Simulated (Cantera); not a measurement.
Input: 1 mol AlI3, 0.83 mol N2, 0.58 mol H2O, 0.0011 mol NH3, held at 28.0 Pa.

Equilibrium computed with Cantera from the NASA thermochemical tables; the gas is ideal and each condensed phase is pure. Candidate condensed phases: Al, AlI3, AlN, Al2O3, H2O, I2; 41 gas species. The tables' values for AlOH are old estimates; treat these amounts as uncertain. Rates play no part.

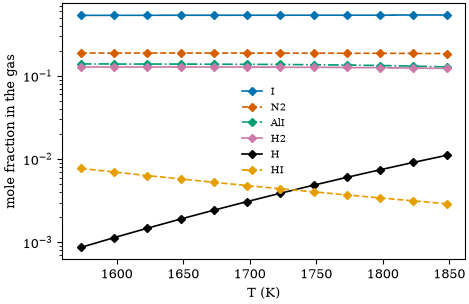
*Equilibrium gas composition (values under 1e-9 drawn at 1e-9)*

From 1573 K to 1848 K the condensed part is Al2O3(s). The main Al-bearing gas is AlI throughout.
